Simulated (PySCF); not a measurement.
Al(OMe)(NH2)2, CH7AlN2O, SMILES [NH2][Al]([O]C)[NH2] at its B3LYP/def2-SVP optimised geometry (Å):

```
12

Al     0.0783    -0.4827     0.0000
O     -0.7582     0.9719     0.0000
C     -1.4352     2.1708    -0.0108
H     -2.4465     2.0698    -0.4527
H     -1.5676     2.5765     1.0119
H     -0.8993     2.9425    -0.5985
N      1.8529    -0.4827     0.0000
H      2.4246     0.3554     0.0042
H      2.4465    -1.3054    -0.0013
N     -0.8179    -2.0143     0.0001
H     -0.4087    -2.9425    -0.0016
H     -1.8301    -2.0833     0.0021
```

Calculation: PySCF 2.14.0 with B3LYP/def2-TZVP.

Map of the log10 of the electron density (e/bohr³), floored at −4 on the plane z = 1.2 Å:

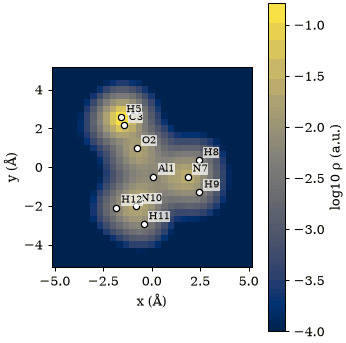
Figure. Log10 of the electron density (e/bohr³), floored at −4 on the plane z = 1.2 Å.
